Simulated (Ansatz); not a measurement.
# The Li-Sn system: small convex hull, by script

Aim: a small convex hull, for the Li-Sn system, run from a script.

Computed with Ansatz 0.2.0, driven from Python. Level of theory: DFT r2SCAN, plane waves, PAW.

## (1) Starting point

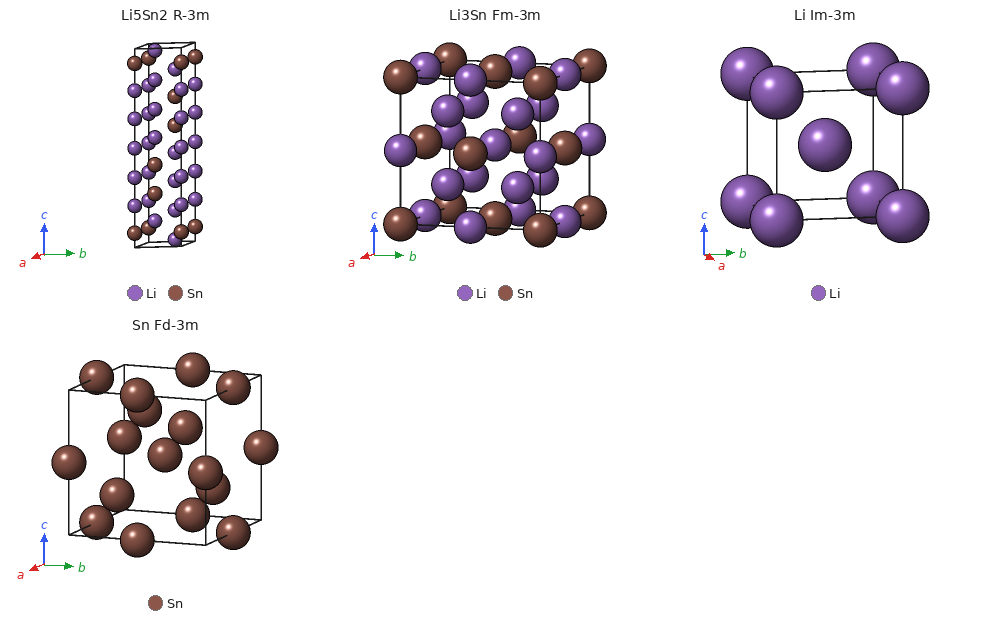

The starting structures, one conventional cell each, each at its own scale.

The script holds or builds the structure itself.

## (2) The script

File hull.py:

```python
from collections import Counter
import warnings

import ansatz as az
from ase import Atoms
import numpy as np
from tabulate import tabulate


def compute(name, crystal):
    calc = crystal.calculation()
    calc = calc.accuracy('medium').basis(500)
    calc = calc.functional(az.Functional.R2SCAN)
    calc = calc.kpoints(spacing=0.3).occupations('gaussian', width=0.1)
    calc = calc.relax(force_tolerance=0.03, max_steps=40, fix_cell=['shape'])
    return calc.run(threads=1)


def counts(outcome):
    return Counter(site.symbol for site in outcome.lattice.sites)

def formation_energy(outcome, mu):
    n = counts(outcome)
    return (outcome.report['energy_sigma0_ev'] - sum(k * mu[element] for element, k in n.items())) / sum(n.values())


def main() -> None:
    warnings.simplefilter('ignore', az.DeckWarning)

    phases = {}
    li5sn2_r_3m = (
        az.Lattice.from_parameters(7.154111, 7.154111, 7.154111, alpha=38.69274, beta=38.69274, gamma=38.69274)
        .atom('Li', (0.5, 0.5, 0.5))
        .atom('Li', (0.21, 0.21, 0.21))
        .atom('Li', (0.79, 0.79, 0.79))
        .atom('Li', (0.352, 0.352, 0.352))
        .atom('Li', (0.648, 0.648, 0.648))
        .atom('Sn', (0.0727, 0.0727, 0.0727))
        .atom('Sn', (0.9273, 0.9273, 0.9273))
    )
    phases['Li5Sn2 R-3m'] = li5sn2_r_3m
    atoms = Atoms(
        ['Li', 'Li', 'Li', 'Sn'],
        scaled_positions=[
            (0.25, 0.25, 0.25),
            (0.75, 0.75, 0.75),
            (0.5, 0.5, 0.5),
            (0.0, 0.0, 0.0),
        ],
        cell=[
            (0.0, 3.27187, 3.27187),
            (3.27187, 0.0, 3.27187),
            (3.27187, 3.27187, 0.0),
        ],
        pbc=True,
    )
    li3sn_fm_3m = az.Crystal.from_ase(atoms)
    phases['Li3Sn Fm-3m'] = li3sn_fm_3m
    li = (
        az.Lattice.bcc(3.5093)
        .space_group(229)
        .atom('Li', (0.0, 0.0, 0.0))
        .primitive()
    )
    phases['Li'] = li
    sn = (
        az.Lattice.fcc(6.46669)
        .space_group(227, origin_choice=1)
        .atom('Sn', (0.0, 0.0, 0.5))
        .primitive()
    )
    phases['Sn'] = sn

    done = {}
    for name, crystal in phases.items():
        done[name] = compute(name, crystal)
        print(f'{name}: {done[name].report["energy_sigma0_ev"]:.4f} eV, {len(done[name].lattice.sites)} atoms')

    references = {'Li': 'Li', 'Sn': 'Sn'}
    mu = {element: done[name].report['energy_sigma0_ev'] / len(done[name].lattice.sites) for element, name in references.items()}
    points = sorted((counts(o)['Sn'] / len(o.lattice.sites), formation_energy(o, mu), name) for name, o in done.items())

    hull = []
    for x, e, _ in points:
        while len(hull) > 1 and (hull[-1][0] - hull[-2][0]) * (e - hull[-2][1]) - (hull[-1][1] - hull[-2][1]) * (x - hull[-2][0]) <= 0:
            hull.pop()
        hull.append((x, e))
    rows = [(name, x, e, e - np.interp(x, *zip(*hull))) for x, e, name in points]
    print(tabulate(rows, headers=['phase', 'x(Sn)', 'E_form (eV/atom)', 'above hull (eV/atom)'], floatfmt='.4f', tablefmt='simple'))
    print('on the hull of these phases:', ', '.join(row[0] for row in rows if row[3] < 1e-6))


if __name__ == '__main__':
    main()
```

## (3) The run

Run with:

```console
$ python hull.py
```

The log of the run:

```text
Li5Sn2 R-3m: -13105.9971 eV, 7 atoms
Li3Sn Fm-3m: -6655.7068 eV, 4 atoms
Li: -205.1362 eV, 1 atoms
Sn: -12077.2481 eV, 2 atoms
phase          x(Sn)    E_form (eV/atom)    above hull (eV/atom)
-----------  -------  ------------------  ----------------------
Li            0.0000              0.0000                  0.0000
Li3Sn Fm-3m   0.2500             -0.4185                  0.0000
Li5Sn2 R-3m   0.2857             -0.4383                  0.0000
Sn            1.0000              0.0000                  0.0000
on the hull of these phases: Li, Li3Sn Fm-3m, Li5Sn2 R-3m, Sn
```

Run time: 80 s. Hardware: 1 thread of Arm Neoverse V2, shared host; peak memory 0.81 GiB.

## (4) The engine's runs

One row for each of the 4 runs:

```
run            system  space group at the end  energy (eV/atom)  from the elements (meV/atom)  final volume (Å³/atom)  pressure (GPa)  SCF cycles in all  CPU time (s)
  1  Li5Sn2 (7 atoms)                    R-3m        -1872.2853                        -438.3                   18.04           -0.03                 26            52
  2   Li3Sn (4 atoms)                   Fm-3m        -1663.9267                        -418.5                   17.67            0.00                 19            10
  3       Li (1 atom)                   Im-3m         -205.1362                           0.0                   21.01            0.01                 16           2.2
  4      Sn (2 atoms)                   Fd-3m        -6038.6240                           0.0                   35.44            0.00                 25            14
```

Energies are extrapolated to zero smearing width, as in the script. Totals carry meaning only in balanced differences at one level of theory.

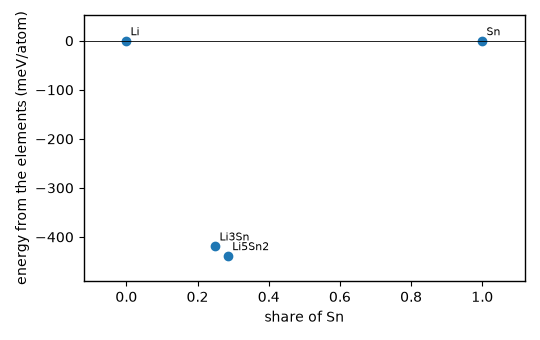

Energy from the elements against composition.

## (5) Path of the relaxation of run 1

Relaxation path:

| step | energy from step 1 (eV/cell) | largest force component (eV/Å) | pressure (GPa) | volume (Å³) |
| --- | --- | --- | --- | --- |
| 1 | 0.0000 | 0.1684 | -0.63 | 128.61 |
| 2 | -0.0056 | 0.1647 | 0.50 | 124.48 |
| 3 | -0.0196 | 0.0080 | -0.03 | 126.29 |
| 4 | -0.0195 | 0.0082 | -0.03 | 126.29 |

Step 1 is the start. Step 4 repeats the geometry before it on a plane-wave basis chosen anew for that cell, so its energy need not be comparable with the rows above.

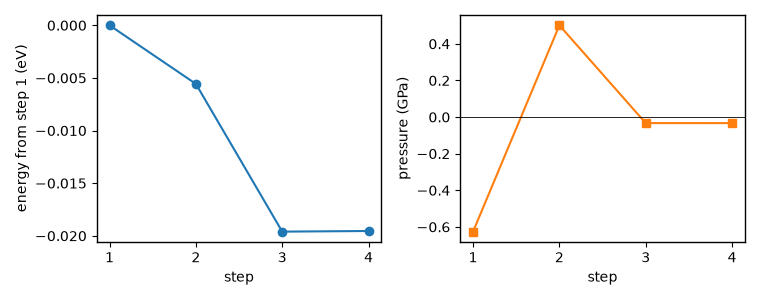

Energy and pressure along the relaxation.

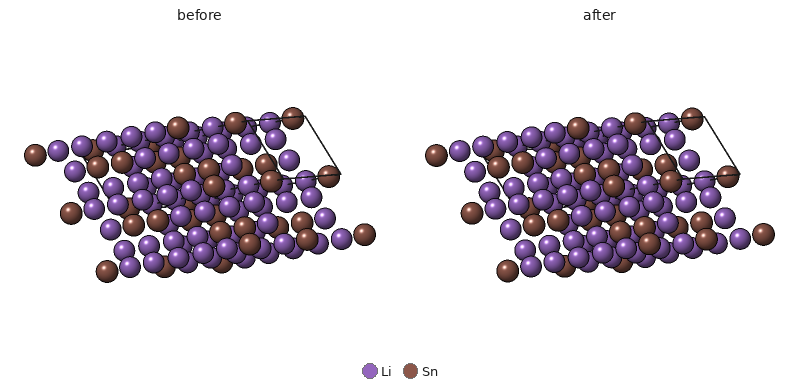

Before and after, at one scale.

Lengths and angles in the start's conventional setting:

|  | before | after | change |
| --- | --- | --- | --- |
| a (Å) | 4.740 | 4.711 | -0.6 % |
| b (Å) | 4.740 | 4.711 | -0.6 % |
| c (Å) | 19.830 | 19.710 | -0.6 % |
| volume (Å³/atom) | 18.37 | 18.04 | -1.8 % |
| shortest distance (Å) | 2.723 | 2.769 | +1.7 % |
| space group (0.01 Å) | R-3m | R-3m | same |

Forces and stress were held to the start's 12 operations: a distortion of lower symmetry was not tested.

## (6) The relaxation of run 3, step by step

Relaxation path:

```
step  energy from step 1 (eV/cell)  largest force component (eV/Å)  pressure (GPa)  volume (Å³)
   1                        0.0000                          0.0000           -0.34        21.61
   2                       -0.0004                          0.0000           -0.20        21.36
   3                       -0.0007                          0.0000            0.01        21.01
   4                       -0.0006                          0.0000            0.01        21.01
```

Step 1 is the start. Step 4 repeats the geometry before it on a plane-wave basis chosen anew for that cell, so its energy need not be comparable with the rows above.

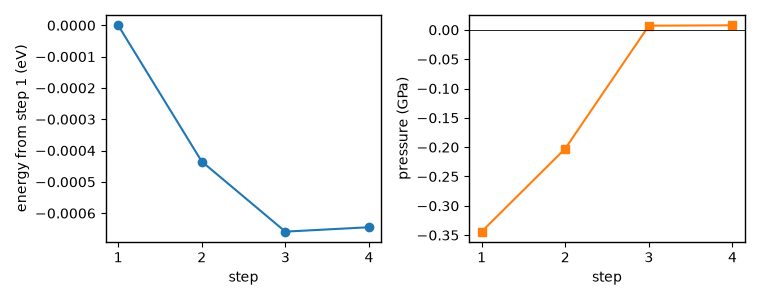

Energy and pressure along the relaxation.

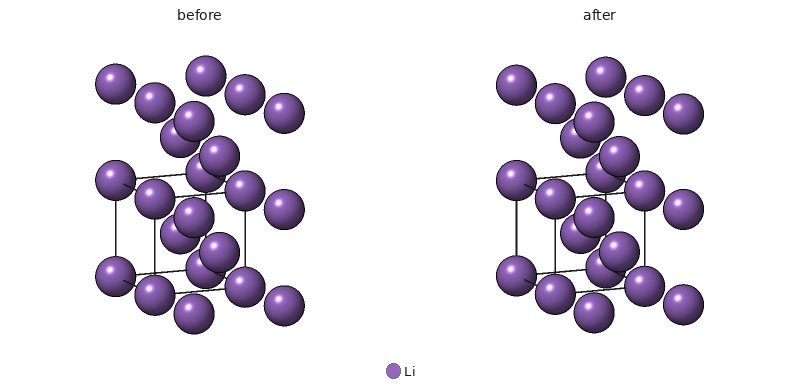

The structure before (left) and after (right) the relaxation, drawn at the same scale. The change is too small to see at this scale.

Lengths and angles in the start's conventional setting:

|  | before | after | change |
| --- | --- | --- | --- |
| a (Å) | 3.509 | 3.476 | -0.9 % |
| b (Å) | 3.509 | 3.476 | -0.9 % |
| c (Å) | 3.509 | 3.476 | -0.9 % |
| volume (Å³/atom) | 21.61 | 21.01 | -2.8 % |
| shortest distance (Å) | 3.039 | 3.011 | -0.9 % |
| space group (0.01 Å) | Im-3m | Im-3m | same |

The run keeps the 48 symmetry operations of the start, so it could not have lowered the symmetry.

## (7) Summary of results

```
                                  quantity                             value
               on the hull of these phases  Li, Li3Sn Fm-3m, Li5Sn2 R-3m, Sn
                             runs compared                                 4
energy of Li5Sn2 (run 1) from the elements                     -438 meV/atom
 energy of Li3Sn (run 2) from the elements                     -419 meV/atom
```

Among these few phases the hull runs through Li, Li3Sn Fm-3m, Li5Sn2 R-3m, Sn; other phases, not tried, may lie lower. Li5Sn2 lies 438 meV/atom below its elements, the most of the cells tried. In run 1, the volume shrank by 1.8 % over 2 moves, and the space group stayed R-3m. In run 3, the volume shrank by 2.8 % over 2 moves, and the space group stayed Im-3m. Caveats:
- Atoms and volume are relaxed with the cell's shape held, which in cells of lower than cubic symmetry can hide stresses and shift volumes.
- Differences under about 40 meV an atom lie within the error of mesh and functional, so such verdicts may flip; only the cells listed enter the hull.
